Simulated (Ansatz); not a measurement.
**C2H8O3Si: molecular dynamics (part 5 of 5)**

C2H8O3Si; RKS CAM-B3LYP-D4/6-31G (Ansatz 0.2.0). It belongs to a series of runs on one base structure; here: dynamics from the last frame of an earlier run.

Geometry of the input (Å):
```
Si -0.0950  -0.1511  -0.0137
O  -0.2788  -0.6330  1.5874
C  -0.8909  -0.1461  2.7774
H  -1.6248  -0.8781  3.1811
H  -0.1427  0.0518  3.5313
H  -1.4106  0.8198  2.5818
C  1.7269  0.0085  -0.4787
H  2.3482  -0.8771  -0.2832
H  1.7355  0.2601  -1.5396
H  2.2114  0.8071  0.1203
O  -0.8650  1.3281  -0.2892
H  -1.8045  1.3105  -0.5360
O  -0.8861  -1.2352  -0.9901
H  -0.9099  -2.2010  -0.9711
```

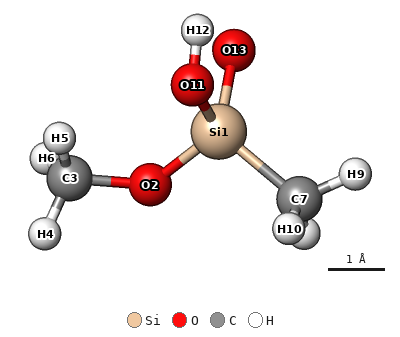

*The geometry at step 250 of the log (ball-and-stick view, seen at a tilt; atoms are numbered from 1 in the order of the input).*

Trajectory as extended XYZ, continued
```
14
Properties=species:S:1:pos:R:3:forces:R:3 step=242 time_fs=242.0 energy=-16218.94909 temperature=176.2
Si   -0.0406   -0.1241   -0.0126    0.3630  -0.5871   0.7790
O    -0.0982   -0.5987    1.6166   -0.2708  -0.0343   0.2286
C    -1.0234   -0.3009    2.6918   -0.1719   0.1318  -0.7915
H    -0.4302   -0.0135    3.5414    0.2717  -0.5431   0.7138
H    -1.5825    0.5963    2.4659   -0.5052   0.3205  -0.4023
H    -1.7441   -1.1251    2.8698    0.6876   0.2698   0.0615
C     1.8029   -0.0659   -0.3930    0.4663  -0.5055  -0.6258
H     2.3451   -0.8753    0.1746   -0.6443   0.5360  -0.8282
H     1.9383   -0.1760   -1.5296    0.1850   0.2771   1.7620
H     2.2426    0.8804    0.0019   -0.4289  -0.4444  -0.6166
O    -0.8753    1.3075   -0.3058   -0.4339   0.7063  -0.5864
H    -1.5366    1.2007   -1.0278    0.1839   0.3313   0.5478
O    -1.0797   -1.0731   -0.9705    0.1725  -0.3277  -0.2920
H    -1.3029   -2.0078   -0.9567    0.1249  -0.1308   0.0502
14
Properties=species:S:1:pos:R:3:forces:R:3 step=250 time_fs=250.0 energy=-16218.95538 temperature=177.6
Si   -0.0359   -0.1111    0.0030    0.6321  -1.3718  -0.4380
O    -0.0766   -0.5865    1.6289   -0.1058   0.0179   0.5697
C    -1.0431   -0.2779    2.6818    0.1424  -0.6597  -0.2785
H    -0.5127   -0.0285    3.6252   -0.1625   0.1634  -0.7661
H    -1.6672    0.5340    2.2949   -0.1386   0.0348   0.5815
H    -1.6502   -1.1854    2.8994    0.2254   0.5546  -0.3004
C     1.8225   -0.1033   -0.4084   -0.8596   0.8628  -1.4432
H     2.2982   -0.9708    0.0003    0.4265  -0.2936   0.6714
H     2.0899   -0.0759   -1.4910   -0.6667  -0.1534   0.5339
H     2.1902    0.8552   -0.0378    0.3616  -0.2354   0.5208
O    -0.8950    1.2793   -0.2897   -0.8767   1.4997  -0.5620
H    -1.6203    1.2062   -0.9570    0.5739   0.1597   0.6684
O    -1.0872   -1.0600   -1.0041    0.5077  -0.3619   0.4208
H    -1.2401   -2.0000   -0.8428   -0.0597  -0.2170  -0.1782
```

Summary

| quantity | value |
| --- | --- |
| outcome | finished |
| mean temperature over the second half | 207 K |
| trajectory | 250 steps, 250 fs |
| ensemble | nve |
| temperature in the input | 300.0 K |
| time step | 1.0 fs |
| potential energy (last step) | −16218.9555 eV |
| mean-field energy (last step) | −16218.7097 eV |
| largest force (length of the vector) (last step) | 1.888 eV/Å |
| wall time | 14 min (CPU time 26 min) |
| peak memory | 0.2 GiB |

Notes

So short a trajectory is not equilibrated.
